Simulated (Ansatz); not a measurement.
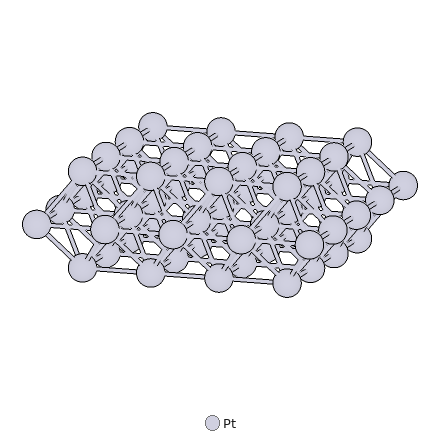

The system is H on a Pt(100) slab cut from the Fm-3m phase, its upper half relaxed before the scan (12 atoms of substrate and one adsorbate in a 2 × 2 cell); the picture shows it without the atoms that are moved over the map. 
- H is moved along a line over the surface and along the normal, above a rigid substrate.
- First axis: position of H13 along the diagonal of the surface cell, from above Pt9. Second axis: height of H13 above the plane of Pt9.
- The scan uses a 6 × 8 grid; 24 points were computed and 11 follow by symmetry. At 13 points there is no value (left out of the scan, as a rule where atoms come close).
- Points are written as (first, second).
- All energies are given in eV relative to the lowest grid point.
- Energies and slopes of some neighbouring points disagree (a jump in structure or state, or too coarse a mesh).
- Method: Ansatz, DFT PBE, scalar-relativistic, plane waves, PAW. Settings: cutoff 420 eV, k-mesh 5×5×1, gaussian smearing 0.1 eV, spin-polarised.

Range: position of H13 along the diagonal of the surface cell from 0.00 to 3.31 Å; height of H13 above the plane of Pt9 from −0.30 to 3.43 Å.

What will the energy surface look like?

The lowest grid point is at (0.66 Å, 1.30 Å) [nearest 1 Pt at 1.46 Å]. The highest grid point, (1.99 Å, 3.43 Å) [nearest 4 Pt at 3.96 Å], lies 2.49 eV above the lowest.

| second ↓, first → | 0.00 | 0.66 | 1.32 | 1.99 | 2.65 | 3.31 |
| --- | --- | --- | --- | --- | --- | --- |
| 3.43 | 2.48 | 2.48 | 2.48 | 2.49 | 2.48 | 2.48 |
| 2.73 | 2.28 | 2.32 | 2.38 | 2.41 | 2.38 | 2.32 |
| 2.23 | 1.35 | 1.55 | 1.94 | 2.11 | 1.94 | 1.55 |
| 1.83 | 0.25 | 0.52 | 1.14 | 1.46 | 1.14 | 0.52 |
| 1.30 | 0.83 | 0.00 | 0.13 | 0.57 | 0.13 | 0.00 |
| 0.77 | – | – | 0.02 | 0.06 | 0.02 | – |
| 0.23 | – | – | – | 0.15 | – | – |
| −0.30 | – | – | – | 0.68 | – | – |

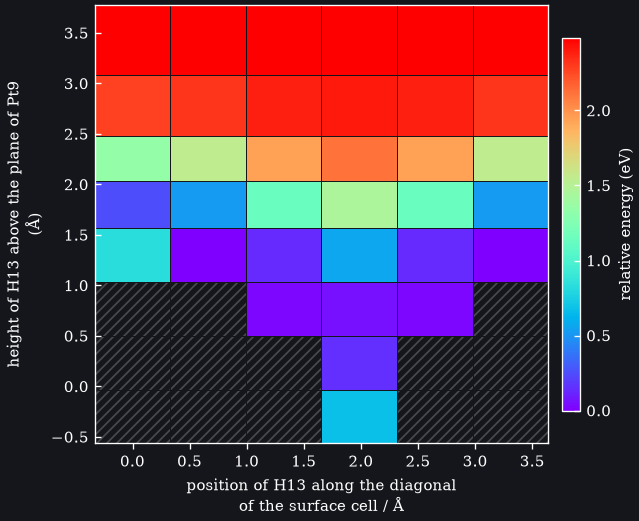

In the figure: one coloured cell a grid point, hatched blanks where no value was computed.

Each point was launched as `ansatz run input.yaml --threads 4 --pin off --max-ram 12288MiB --backend cpu --events-out ev --progress --plain --runs-dir out`. Time for the 24 points that were run: 31 min on 4 threads of Arm Neoverse V2 (shared host).
